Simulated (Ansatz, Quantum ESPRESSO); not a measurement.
# 1T-SnS2, 1 layer: the gap along the path at a withheld member of a series

How the rows were computed: Quantum ESPRESSO 7.5, PBE, GBRV ultrasoft. Cell and atoms are first relaxed; each strained cell is then held and the atoms relax in it. A periodic run with 15 Å of vacuum in the starting cell gives the vacuum levels, and bands follow along a path. The series steps biaxial strain.

| biaxial strain | gap along the path (eV) |
| --- | --- |
| -4 % | 1.4067 |
| -3 % | 1.4530 |
| -2 % | 1.4904 |
| -1 % | 1.5229 |
| 0 % | 1.5513 |
| 1 % | 1.5733 |
| 2 % | 1.5896 |
| 3 % | 1.6039 |

**Question.** What is the gap along the path at 4 %?

**Worked estimate.** The rows at 2 % and 3 % give a slope of (1.6039 − (1.5896))/(3 − (2)) = 0.0143, so a straight line gives 1.6182 eV. A parabola through these and the row at 1 % gives 1.6162 eV.

What the calculation gave: 1.5784 eV. The line misses by +0.0398 and the parabola by +0.0378 eV. Neither catches the point well; the series is not smooth on this step.

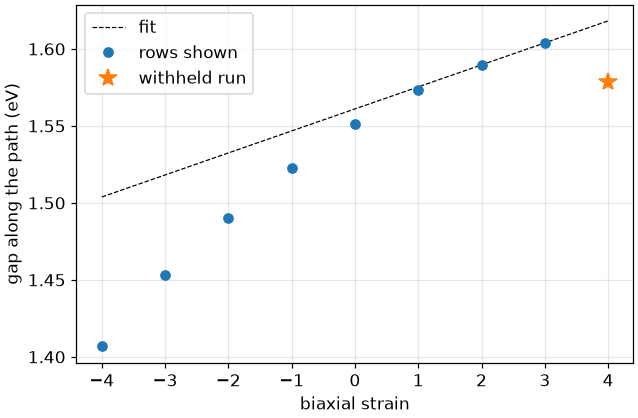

The rows shown, the fit and the withheld run.

**Limits.** Semilocal gaps are too small; the 1×1 cell can't ripple over many cells under compression as a free sheet would. No spin-orbit coupling.
